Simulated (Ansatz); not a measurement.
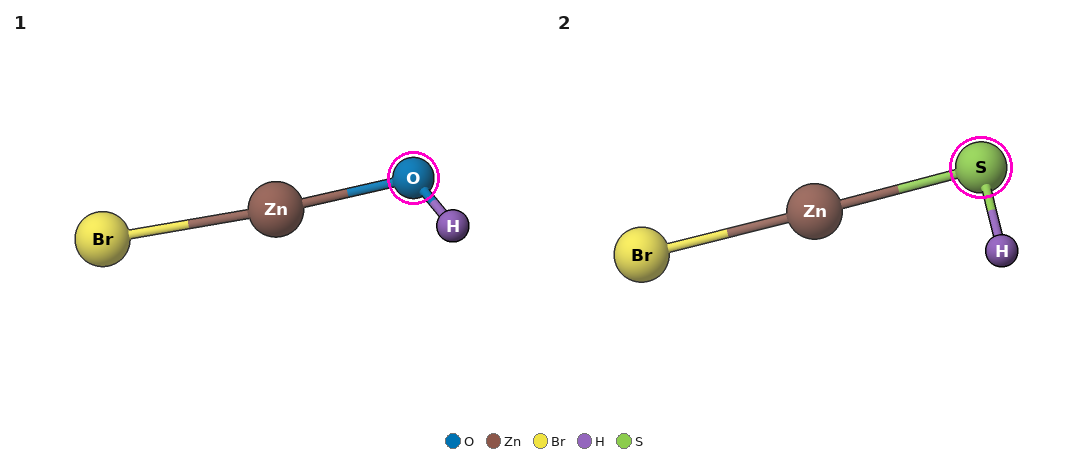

2 molecules with one skeleton, seen from the same side and at one scale; the atom that differs is circled. Each species is neutral and a spin singlet. Computed geometries: PBE0-D4/def2-TZVP optimisations, one conformation each. Properties computed with Ansatz 0.2.0.

One atom differs, called X below: O in panel 1, S in panel 2. Their formulas are BrHOZn (`[OH][Zn][Br]`), BrHSZn (`[SH][Zn][Br]`).

Question: In which is the dipole moment larger (PBE-D4/def2-TZVPP)?

Answer: In panel 1 (X = O).

Question: In which is the angle Zn–X–H larger (PBE0-D4/def2-TZVP)?

Answer: In panel 1 (X = O).

Give the values. With PBE0-D4/def2-TZVP: length of X–H (Å), length of X–Zn (Å), angle Zn–X–H (°). With PBE-D4/def2-TZVPP: dipole moment (D), HOMO energy (Kohn–Sham orbital) (eV), HOMO–LUMO gap (eV).

```json
{"quantity": "length of X–H (Å)", "1 (O)": "0.959", "2 (S)": "1.345", "2 − 1": "+0.386"}
{"quantity": "length of X–Zn (Å)", "1 (O)": "1.769", "2 (S)": "2.156", "2 − 1": "+0.387"}
{"quantity": "angle Zn–X–H (°)", "1 (O)": "115.5", "2 (S)": "92.6", "2 − 1": "−22.9"}
{"quantity": "dipole moment (D)", "1 (O)": "1.46", "2 (S)": "1.03", "2 − 1": "−0.43"}
{"quantity": "HOMO energy (Kohn–Sham orbital) (eV)", "1 (O)": "−6.93", "2 (S)": "−6.49", "2 − 1": "+0.44"}
{"quantity": "HOMO–LUMO gap (eV)", "1 (O)": "4.61", "2 (S)": "4.26", "2 − 1": "−0.35"}
```
